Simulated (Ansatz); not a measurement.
# How the smearing shapes the phonons of TiOs (Pm-3m)

Wanted: frequencies of TiOs (Pm-3m) solved wavevector by wavevector at several smearings.

Main program and level: Ansatz 0.2.0; DFT PBEsol, scalar-relativistic, plane waves, PAW; PAW set soft_1.

## Step 1: The starting structure

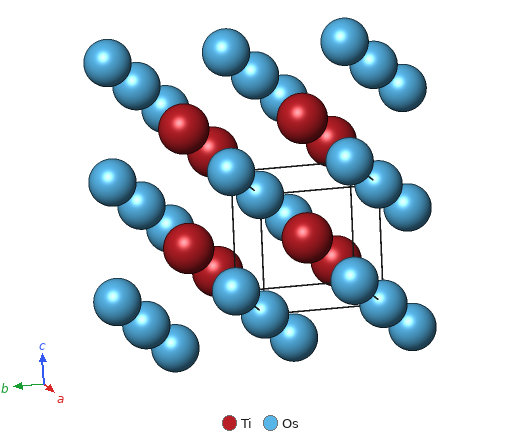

Start, viewed from a free direction; titanium red, osmium blue. 2×2×2 cells are drawn. Some periodic images of atoms are drawn too.

## Step 2: Relaxation

The structure is brought to rest under this functional.

input.yaml

```yaml
crystal:
  lattice:
    - [3.08, 0.0, 0.0]
    - [0.0, 3.08, 0.0]
    - [0.0, 0.0, 3.08]
  atoms:
    - { symbol: Ti, position: [0.5, 0.5, 0.5] }
    - { symbol: Os, position: [0.0, 0.0, 0.0] }
kpoints:
  mp_grid: { grid: [10, 10, 10] }
hamiltonian:
  xc: pbesol
  pseudopotentials: { kind: paw, azcp: { folder: soft_1 }, xc_functional: pbe }
scf:
  occupations: { method: gaussian, width: 0.1 }
output:
  forces: true
  stress: true
  eigenvalues: true
relax:
  adjacent_minimum: "off"
  f_tol: 0.005
  max_steps: 80
  cell: { stress_tol: 0.05 }
```

Started as:

```
$ ansatz run input.yaml --threads 4 --pin off --max-ram 12288MiB --backend cpu --events-out ev --progress --plain --runs-dir out
```

Numbers of over 12 decimals in the logs are rounded to 6 here.

Output:

```text
[the first part of the log is left out]
  E_xc         = -349.095393
  E_vxc        = -392.669400  (∫ρ·V_xc dr)
  E_paw        = -9932.068975  (= ΣΔE_a)
  E_vpaw       = -425.515956  (= ΣTr[D̂ρ^β])
  E_aug_tail   = 0.000384  (compensation charges beyond the density's cutoff)
  E_ewald      = -3394.258719
  E_core_change = 0.387382  (= ΣΔE_core)
  E_smearing   = -0.001671  (= −TS)
  E_closure    = -0.000000  (closes the sum)
  Σ components = -13727.646981   (vs F -13727.646981, Δ=0.00e0)
--- Forces (eV/Å), atoms counted from 1 ---
  atom   1  Ti     0.00000000    -0.00000000     0.00000000
  atom   2  Os     0.00000000    -0.00000000    -0.00000000
  max |Σ_I F_I| component: 1.58e-29 eV/Å
--- Stress (GPa, compression-positive) ---
        0.006995      -0.000000      -0.000000
       -0.000000       0.006995      -0.000000
       -0.000000      -0.000000       0.006995
  P = ⅓ Tr σ = 0.0070 GPa (0.070 kbar)
--- Band table (eV; the first three rows and the last of 56) ---
  k-point 0: bands = ["-65.3827", "-36.0686", "-24.6976", "-24.6976", "-24.6976", "-12.3243", "-12.3243", "-12.3243", "11.9542", "15.1541", "15.1541", "19.2354", "19.2354", "19.2354", "22.4909", "22.4909", "24.3987", "24.3987"]
  k-point 1: bands = ["-65.3821", "-36.0669", "-24.7118", "-24.6957", "-24.6957", "-12.3514", "-12.3246", "-12.3246", "12.1770", "15.2601", "15.3253", "19.1946", "19.1946", "19.3183", "22.2610", "22.5716", "23.9188", "23.9188"]
  k-point 2: bands = ["-65.3806", "-36.0624", "-24.7487", "-24.6908", "-24.6908", "-12.4219", "-12.3256", "-12.3256", "12.8049", "15.5676", "15.7941", "19.0974", "19.0974", "19.5571", "21.6407", "22.7777", "22.9724", "22.9724"]
  k-point 55: bands = ["-65.3646", "-35.9972", "-24.8267", "-24.8267", "-24.8267", "-12.5465", "-12.5465", "-12.5465", "16.8527", "16.8527", "16.8527", "19.0009", "19.0009", "19.0009", "21.9722", "21.9722", "23.6967", "23.6967"]
--- Relaxed structure (4 steps of the walk, 3 accepted, 1 SCFs on fresh bases) ---
  F+E_penalty+E_count = -13727.64698115 eV   max|allowed force component| = 7.889e-30 eV/Å   (the final SCF, on the basis selected at the relaxed cell)
  cell:  # Å, volume = 28.6685 Å³
    - [3.060566, 0, 0]
    - [0, 3.060566, 0]
    - [0, 0.0, 3.060566]
  atoms:
    - { symbol: Ti, position: [0.5, 0.5, 0.5] }
    - { symbol: Os, position: [0, 0, 0] }
```

It took 3.8 s on 4 threads of Intel Xeon Platinum 8259CL at 2.50GHz (Skylake/Cascade Lake), shared host; peak memory 0.41 GiB; 12 s of CPU time.

Relaxation path:

| step | energy less that of the first step (eV) | largest force component (eV/Å) | pressure (GPa) | volume (Å³) |
| --- | --- | --- | --- | --- |
| 1 | 0.0000 | 0.0000 | -4.85 | 29.22 |
| 2 | 0.0042 | 0.0000 | 6.56 | 28.01 |
| 3 | -0.0087 | 0.0000 | -0.21 | 28.69 |
| 4 | -0.0087 | 0.0000 | 0.00 | 28.67 |
| 5 | -0.0085 | 0.0000 | 0.01 | 28.67 |

The log counts 1 steps on a newly chosen plane-wave basis, not all of them marked here; energy and pressure can jump at such steps. Relaxation step 2 was tried and not accepted.

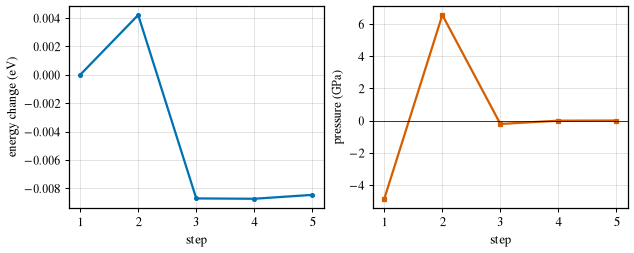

Energy and pressure along the relaxation.

```
conventional cell, symmetrised  before  after  change
                         a (Å)   3.080  3.061  -0.6 %
                         b (Å)   3.080  3.061  -0.6 %
                         c (Å)   3.080  3.061  -0.6 %
              volume (Å³/atom)   14.61  14.33  -1.9 %
```

Final coordinates:

```cif
data_structure
_symmetry_space_group_name_H-M 'P 1'
_symmetry_Int_Tables_number 1
_cell_length_a 3.0606
_cell_length_b 3.0606
_cell_length_c 3.0606
_cell_angle_alpha 90.000
_cell_angle_beta 90.000
_cell_angle_gamma 90.000
_cell_volume 28.67
loop_
_atom_site_label
_atom_site_type_symbol
_atom_site_fract_x
_atom_site_fract_y
_atom_site_fract_z
_atom_site_occupancy
Ti1 Ti 0.50000 0.50000 0.50000 1
Os2 Os 0.00000 0.00000 0.00000 1
```

This step gave:

```
pressure          : 0.006995 GPa
volume per atom   : 14.33 Å³/atom
metallic on mesh  : yes
gap on the k-mesh : 0 eV
```

The largest force is now zero by symmetry and the largest stress component 0.0070 GPa, small enough for phonons.

## Step 3: Phonons along a line: Fermi–Dirac smearing of 0.1 eV

The smearing blurs the Fermi surface that screens the phonons; a Fermi–Dirac width is an electronic temperature.

input.yaml

```yaml
crystal:
  lattice:
    - [3.0605662111, 0.0, 0.0]
    - [0.0, 3.0605662111, 0.0]
    - [0.0, 0.0, 3.0605662111]
  atoms:
    - { symbol: Ti, position: [0.5, 0.5, 0.5] }
    - { symbol: Os, position: [0.0, 0.0, 0.0] }
kpoints:
  mp_grid: { grid: [16, 16, 16] }
hamiltonian:
  xc: pbesol
  pseudopotentials: { kind: paw, azcp: { folder: soft_1 }, xc_functional: pbe }
scf:
  occupations: { method: fermi_dirac, width: 0.1 }
output:
  eigenvalues: true
phonons:
  method: dfpt
  qpoints:
    - [0, 0, 0]
    - [0.0, 0.0625, 0.0]
    - [0.0, 0.1875, 0.0]
    - [0.0, 0.3125, 0.0]
    - [0.0, 0.4375, 0.0]
```

Output:

```text
[...]
Crystal: 2 atoms, lattice volume = 28.669 Å³
Basis set: ecut = 420 eV, 587 PW (Γ), exchange–correlation on 48×48×48 points (8 copies of the dense FFT grid, shifted against one another)
Bands: 18, of which v1, the nominal top of the filled ones, is band 14 counted from 1 (13 counted from 0)
Symmetry: 48 space group operations
k-points: 165 of 4096
[...]
SCF iter   1: F=—  HF=-13728.762084 eV  |F-HF|=—  |Δ(HF+E_count)|=         —  Δρ=1.30e-1  dr2=7.44e0  ethr=3.10e-3  ⟨swp⟩=3.9  Hψ=11690  notcnv=0
[...]
SCF iter   9: F=-13727.645819 eV  HF=-13727.645819 eV  |F-HF|=5.46e-12  |Δ(HF+E_count)|=  3.64e-12  Δρ=4.36e-8  dr2=3.30e-13  ethr=1.00e-12  ⟨swp⟩=5.0  Hψ=11470  notcnv=0
the search or the solves at the SCF's close seem to have found levels that the self-consistency loop had missed (the run counts 4). By its estimate they hold 7.70e-12 electrons. The energies and the density leave them out; if the run goes on with those levels, later outputs use occupations computed again with them
SCF 1 converged in 9 iterations: F = -13727.645819 eV  dr2 = 3.30e-13
[...]
NSCF: frozen V_eff on 165 k-points
[...]
DFPT response loops at q = (0, 0, 0) (fractional): preconditioner auto → Kerker (q_TF=auto, 2.718 Å⁻¹) (partly filled bands, converged f_vac=0.000); β = 1.00, the filter's whole step (`scf.mixing.beta` (0.50) is not read by the response loops under this deck's `scf.mixing.preconditioner`; to damp them name `kerker` or `kerker_dos`, under which they read `scf.mixing.beta`, and type it under 1.00, their step now; both keys bind the ground state too); Broyden in place of MSR1
[...]
SCF converged after 9 iterations
Free energy (F): -13727.645819 eV
[...]
Internal energy: -13727.631542 eV  (E = F + TS)
E sigma→0 (E₀):  -13727.638681 eV
Entropy (-TS):   -0.014278 eV (-7.139 meV/atom)
Fermi energy:    20.593044 eV
[...]
--- Band table (eV; the first three rows and the last of 165) ---
  k-point 0: bands = [... 10 lower, 15.1518, 19.2303, 19.2303, 19.2303, 22.4855, 22.4855, 24.3918, 24.3918]
  k-point 1: bands = [... 10 lower, 15.2196, 19.2138, 19.2138, 19.2628, 22.3943, 22.5177, 24.1882, 24.1882]
  k-point 2: bands = [... 10 lower, 15.4161, 19.1685, 19.1685, 19.3590, 22.1319, 22.6091, 23.6918, 23.6918]
  k-point 164: bands = [... 10 lower, 16.8493, 18.9978, 18.9978, 18.9978, 21.9668, 21.9668, 23.6902, 23.6902]
--- Phonons (Γ-DFPT): 2 representative perturbations + reference (Σ response iterations 6) ---
  ASR residual: 3.006e-4 → 0.000e0 eV/Å²; symmetrization residual: 1.174e-6 eV/Å²
  ASR residual per site (eV/Å²): 3.01e-4 2.17e-4
  Γ frequencies (cm⁻¹): 0.00 0.00 0.00 234.41 234.41 234.41
  non-analytic LO–TO correction: not included (Born effective charges unavailable; polar crystals: no LO–TO splitting at Γ)
--- Phonons (arbitrary-q DFPT): 5 explicit q-points ---
  q = [0, 0, 0] (of the zone-centre solve; hermiticity 3.04e-7, symmetrization 8.88e-13): -0.00 -0.00 0.00 234.41 234.41 234.41
  q = [0, 0.0625, 0] (4 solved perturbations in 4032 linear systems a pass and spin channel, the states on 1296 of 4096 k-point pairs; hermiticity 1.79e-7, symmetrization 3.66e-11): 20.60 20.60 40.12 234.41 234.41 249.90
[...]
sum rule: each row above includes the acoustic sum rule's correction from the zone centre's row sums; it moved no ω² by more than (1.31 cm⁻¹)²
```

Wall time 3.6 min (4 threads); peak memory 2 GiB; 14 min of CPU time.

The column dr2 measures how far the density is from self-consistency, as an energy; F and HF (Harris–Foulkes) agree once it is small.

Each wavevector solved by linear response. Frequency against |q| along the line:

| \|q\| along the line (Å⁻¹) | mode 1 = mode 2 (cm⁻¹) | mode 3 (cm⁻¹) | mode 4 = mode 5 (cm⁻¹) | mode 6 (cm⁻¹) |
| --- | --- | --- | --- | --- |
| 0.000 | 0 | 0 | 234 | 234 |
| 0.128 | 20.6 | 40.1 | 234 | 250 |
| 0.385 | 61.6 | 108 | 232 | 306 |
| 0.641 | 101 | 153 | 223 | 364 |
| 0.898 | 134 | 175 | 209 | 396 |

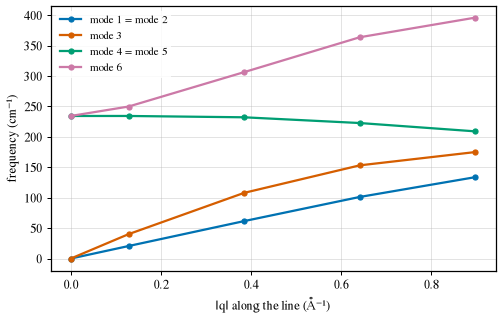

Frequency, plotted against |q| along the line.

## Step 4: Phonons along a line: Fermi–Dirac smearing of 0.25 eV

The smearing blurs the Fermi surface that screens the phonons; a Fermi–Dirac width is an electronic temperature.

Changes to input.yaml since step 3:

```diff
@@ -14,3 +14,3 @@
 scf:
-  occupations: { method: fermi_dirac, width: 0.1 }
+  occupations: { method: fermi_dirac, width: 0.25 }
 output:
```

Wider smearing eases the sum over k-points of a metal but moves the result away from its zero-temperature value.

Output:

```text
band count auto-derived: 19 (N_el = 28.0; filled up to band 14; 18 by the electrons, moments and atoms)
[...]
Crystal: 2 atoms, lattice volume = 28.669 Å³
Basis set: ecut = 420 eV, 587 PW (Γ), exchange–correlation on 48×48×48 points (8 copies of the dense FFT grid, shifted against one another)
Bands: 19, of which v1, the nominal top of the filled ones, is band 14 counted from 1 (13 counted from 0)
Symmetry: 48 space group operations
k-points: 165 of 4096
[...]
SCF iter   1: F=—  HF=-13728.835822 eV  |F-HF|=—  |Δ(HF+E_count)|=         —  Δρ=1.32e-1  dr2=7.77e0  ethr=3.10e-3  ⟨swp⟩=4.8  Hψ=26860  notcnv=0
automatic band count: the SCF goes on with 24 bands, as 19 were too few: they end inside the smearing window of the response
[...]
SCF iter   2: F=—  HF=-13728.282233 eV  |F-HF|=—  |Δ(HF+E_count)|=   5.54e-1  Δρ=9.96e-2  dr2=4.72e0  ethr=3.10e-3  ⟨swp⟩=2.0  Hψ=6291  notcnv=0  defer=52
[...]
SCF iter   9: F=-13727.695065 eV  HF=-13727.695065 eV  |F-HF|=0.00e0  |Δ(HF+E_count)|=  5.46e-12  Δρ=2.34e-8  dr2=7.38e-14  ethr=1.00e-12  ⟨swp⟩=6.6  Hψ=13553  notcnv=0
SCF 1 converged in 9 iterations: F = -13727.695065 eV  dr2 = 7.38e-14
[...]
SCF converged after 9 iterations
Free energy (F): -13727.695065 eV
[...]
Internal energy: -13727.546063 eV  (E = F + TS)
E sigma→0 (E₀):  -13727.620564 eV
Entropy (-TS):   -0.149001 eV (-74.501 meV/atom)
Fermi energy:    20.595690 eV
[...]
--- Band table (eV; the first three rows and the last of 165) ---
  k-point 0: bands = [... 10 lower, 15.1531, 19.2351, 19.2351, 19.2351, 22.5035, 22.5035, 24.4133, 24.4133, ... 6 higher]
  k-point 1: bands = [... 10 lower, 15.2208, 19.2184, 19.2184, 19.2675, 22.4121, 22.5357, 24.2091, 24.2091, ... 6 higher]
  k-point 2: bands = [... 10 lower, 15.4175, 19.1726, 19.1726, 19.3635, 22.1493, 22.6271, 23.7118, 23.7118, ... 6 higher]
  k-point 164: bands = [... 10 lower, 16.8489, 19.0108, 19.0108, 19.0108, 21.9650, 21.9650, 23.7201, 23.7201, ... 6 higher]
[...]
ASR residual: 1.313e-3 → 0.000e0 eV/Å²; symmetrization residual: 4.664e-7 eV/Å²
  ASR residual per site (eV/Å²): 1.31e-3 3.13e-4
  Γ frequencies (cm⁻¹): 0.00 0.00 0.00 233.83 233.83 233.83
[...]
--- Phonons (arbitrary-q DFPT): 5 explicit q-points ---
[...]
```

Elapsed: 4.1 min, on 4 threads; peak memory 2.3 GiB; 16 min of CPU time.

Each wavevector solved by linear response. The frequency by |q| along the line:

```csv
|q| along the line (Å⁻¹),mode 1 = mode 2 (cm⁻¹),mode 3 (cm⁻¹),mode 4 = mode 5 (cm⁻¹),mode 6 (cm⁻¹)
0.000,0,0,234,234
0.128,20.5,39.3,234,245
0.385,61.2,106,232,297
0.641,100,149,223,349
0.898,131,170,210,382
```

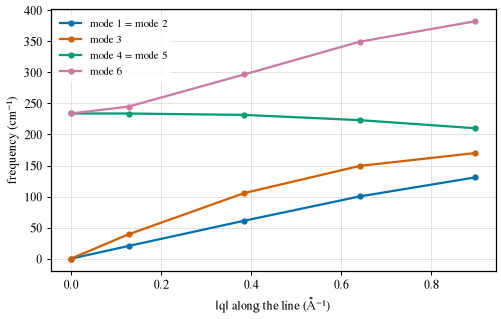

Frequency, plotted against |q| along the line.

Against step 3 (now smearing width 0.25 eV), the free energy moves by -24.6 meV an atom.

## Step 5: Wavevectors along a line: Fermi–Dirac smearing of 0.04 eV

The smearing blurs the Fermi surface that screens the phonons; a Fermi–Dirac width is an electronic temperature.

Changes to input.yaml since step 4:

```diff
@@ -14,3 +14,3 @@
 scf:
-  occupations: { method: fermi_dirac, width: 0.25 }
+  occupations: { method: fermi_dirac, width: 0.04 }
 output:
```

Narrower smearing comes nearer the zero-temperature value but asks more of the mesh.

Output:

```text
[...]
Crystal: 2 atoms, lattice volume = 28.669 Å³
Basis set: ecut = 420 eV, 587 PW (Γ), exchange–correlation on 48×48×48 points (8 copies of the dense FFT grid, shifted against one another)
Bands: 18, of which v1, the nominal top of the filled ones, is band 14 counted from 1 (13 counted from 0)
Symmetry: 48 space group operations
k-points: 165 of 4096
[...]
SCF iter   1: F=—  HF=-13728.751760 eV  |F-HF|=—  |Δ(HF+E_count)|=         —  Δρ=1.29e-1  dr2=7.36e0  ethr=3.10e-3  ⟨swp⟩=4.0  Hψ=11963  notcnv=0
[...]
SCF iter   9: F=-13727.639844 eV  HF=-13727.639844 eV  |F-HF|=0.00e0  |Δ(HF+E_count)|=  3.64e-12  Δρ=4.29e-8  dr2=3.05e-13  ethr=1.00e-12  ⟨swp⟩=5.0  Hψ=11518  notcnv=0
[...]
SCF 1 converged in 9 iterations: F = -13727.639844 eV  dr2 = 3.05e-13
[...]
SCF converged after 9 iterations
Free energy (F): -13727.639844 eV
[...]
Internal energy: -13727.637444 eV  (E = F + TS)
E sigma→0 (E₀):  -13727.638644 eV
Entropy (-TS):   -0.002400 eV (-1.200 meV/atom)
Fermi energy:    20.601467 eV
[...]
--- Band table (eV; the first three rows and the last of 165) ---
  k-point 0: bands = [... 10 lower, 15.1520, 19.2304, 19.2304, 19.2304, 22.4848, 22.4848, 24.3910, 24.3910]
  k-point 1: bands = [... 10 lower, 15.2198, 19.2139, 19.2139, 19.2629, 22.3936, 22.5170, 24.1875, 24.1875]
  k-point 2: bands = [... 10 lower, 15.4163, 19.1687, 19.1687, 19.3592, 22.1312, 22.6084, 23.6911, 23.6911]
  k-point 164: bands = [... 10 lower, 16.8496, 18.9972, 18.9972, 18.9972, 21.9674, 21.9674, 23.6888, 23.6888]
[...]
ASR residual: 4.315e-5 → 0.000e0 eV/Å²; symmetrization residual: 1.043e-6 eV/Å²
  ASR residual per site (eV/Å²): 3.42e-5 4.32e-5
  Γ frequencies (cm⁻¹): 0.00 0.00 0.00 234.83 234.83 234.83
[...]
--- Phonons (arbitrary-q DFPT): 5 explicit q-points ---
[...]
```

Wall time 3.4 min (4 threads); peak memory 2 GiB; 13 min of CPU time.

(Part 1 of 2 ends here.)

[Logs are printed without paths, hosts, clocks, repeated set-up lines and the standing remarks that a program may print on its own settings, such as how far it seeks lower states.]

[Hosts, paths, dates, database ids (printed as entryN), source tags and the programs' standing remarks are cut or masked in the printed files.]
